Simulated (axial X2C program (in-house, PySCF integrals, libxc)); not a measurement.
**Relativistic diatomic calculation for GaAl⁺**

- system: GaAl⁺. The reference is closed-shell GaAl; the roots are the vertical energies to take an electron from it, which leaves states of GaAl⁺. The distance is the PBE0 minimum at charge 0.
- method: EOM-IP-CCSD, two-component X2C with atomic mean-field Coulomb and Gaunt terms, Ga dyall-cv3z, Al dyall-v3z (cores contracted) (axial X2C program (in-house, PySCF integrals, libxc))

## Log
```
two-component X2C + atomic mean field  HF
basis functions 157  fitting functions 933  grid points 5080
iter        total energy     max residual
   1      -2183.180169435     1.69e+00
   2      -2183.896024271     3.67e-02
   3      -2183.900659892     1.74e-02
   4      -2183.902408840     1.92e-03
   5      -2183.902463689     4.07e-04
   6      -2183.902470778     1.69e-04
   7      -2183.902473595     1.24e-04
   8      -2183.902475001     7.74e-05
   9      -2183.902475942     3.25e-05
  10      -2183.902476033     8.58e-06
  11      -2183.902476040     1.78e-06
  12      -2183.902476040     2.50e-07
converged
one-electron -3217.78059703  Coulomb 1040.33408158  exact exchange -92.61512206  xc functional 0.00000000  nuclear repulsion 86.83160261  atomic mean-field constant -0.67244114
correlated 16  virtual 232  natural virtual 88  E(MP2) -0.615947149  MP2 remainder -0.071776015
iter   CCSD correlation   residual
   1     -0.505772666   1.81e-01
   2     -0.525412112   9.06e-02
   3     -0.527226134   5.30e-02
   4     -0.527055820   2.88e-02
   5     -0.527898000   1.63e-02
   6     -0.527932101   8.04e-03
   7     -0.527828393   3.64e-03
   8     -0.527944174   1.96e-03
   9     -0.527878952   1.06e-03
  10     -0.527900741   5.02e-04
  11     -0.527888899   2.20e-04
  12     -0.527892008   9.72e-05
  13     -0.527891378   4.81e-05
  14     -0.527891855   2.81e-05
  15     -0.527891580   1.83e-05
  16     -0.527891573   1.17e-05
(T) -0.018496930078615945  T1 0.0225  D1 0.0355  max T2 0.203
EOM-IP-CCSD roots
2*Omega      energy/Eh   energy/eV  one-particle weight
    1       0.28567429      7.7736      0.000
    1       0.29351396      7.9869      0.000
    1       0.34931909      9.5055      0.854
    1       0.39606369     10.7774      0.000
    3       0.23223769      6.3195      0.967
    3       0.37807121     10.2878      0.000
    3       0.37927174     10.3205      0.000
    5       0.36871107     10.0331      0.000
```

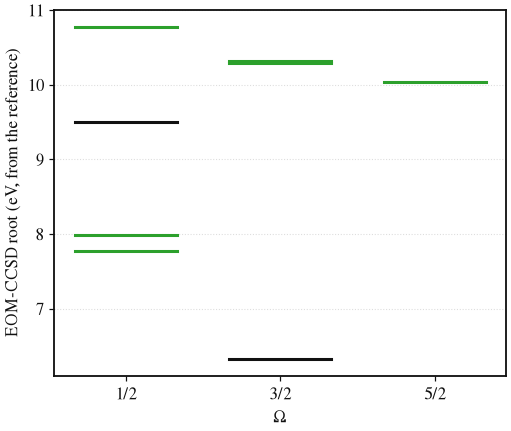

Figure 1. EOM-CCSD roots by Ω at 2.46 Å; roots whose one-particle weight is under 0.8 have the second colour. The lowest has Ω = 3/2 and lies at 6.320 eV, with one-particle weight 0.97. 6 of the 8 roots are less well described at this level.

## Input
```
{"zs": [31, 13], "q": 1, "bas": ["dyall-cv3z", "dyall-v3z"], "r0": 2.5, "eom": "ip", "rq": 0, "thr": -2.0, "nmax": 95, "grid": [1, 0.96, 1.045, 0.92, 1.09, 1.15]}
```

The line is the task of a batch: nuclear charges, charge, bases, a first guess of the distance and further settings. This report covers the levels named above. The log is that of the reference distance 2.456 Å.

Launched within a batch (the task file carries these settings):
```bash
python <driver script> task.json out
```

## Summary

| quantity | value |
| --- | --- |
| outcome | converged |
| HF energy of the reference GaAl | −2183.90248 hartree |
| MP2 energy of the reference GaAl | −2184.51842 hartree |
| CCSD energy of the reference GaAl (with the MP2 share of the virtual spinors left out of the coupled-cluster step) | −2184.50214 hartree |
| CCSD(T) energy of the reference GaAl | −2184.52064 hartree |
| T1 diagnostic (spinor form; for a closed shell √2 times the usual value) | 0.022 |
| hardware | 1 thread of Arm Neoverse N1, 54 GiB of memory available, shared host |
| wall time | 22 s |
| peak memory | 0.92 GiB |
